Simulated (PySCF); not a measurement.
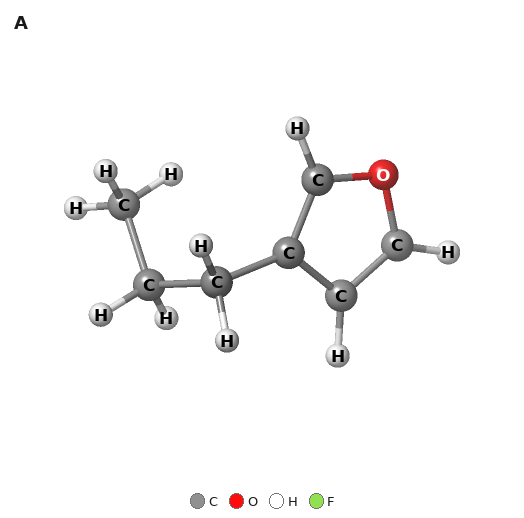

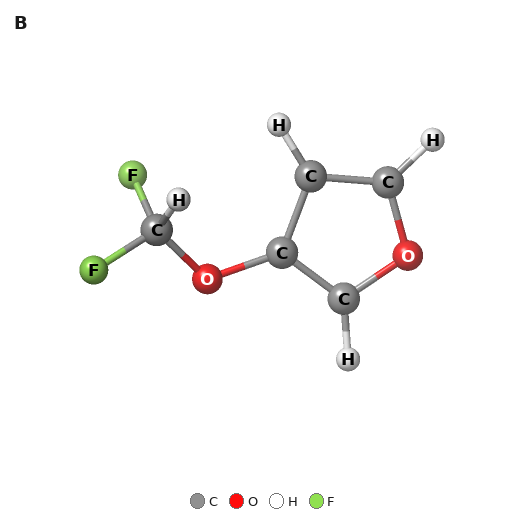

Two related species, optimised with GFN2-xTB; properties computed with PySCF 2.14.0. Both: charge 0, singlet.

### Identify both.

A is C7H10O (CCCc1ccoc1), B is C5H4F2O2 (FC(F)Oc1ccoc1).

Compare them. With CAM-B3LYP/def2-SVPD: dipole moment (D), HOMO–LUMO gap (eV), HOMO energy (Kohn–Sham orbital) (eV), lowest vertical singlet excitation (eV), mean static polarisability (bohr³).

| quantity | A | B |
| --- | --- | --- |
| dipole moment (D) | 1.02 | 2.53 |
| HOMO–LUMO gap (eV) | 9.07 | 9.03 |
| HOMO energy (Kohn–Sham orbital) (eV) | −7.77 | −8.23 |
| lowest vertical singlet excitation (eV) | 6.16 | 6.09 |
| mean static polarisability (bohr³) | 81.7 | 64.7 |

Each is one conformer, and no frequency run is at hand to confirm it as a minimum.
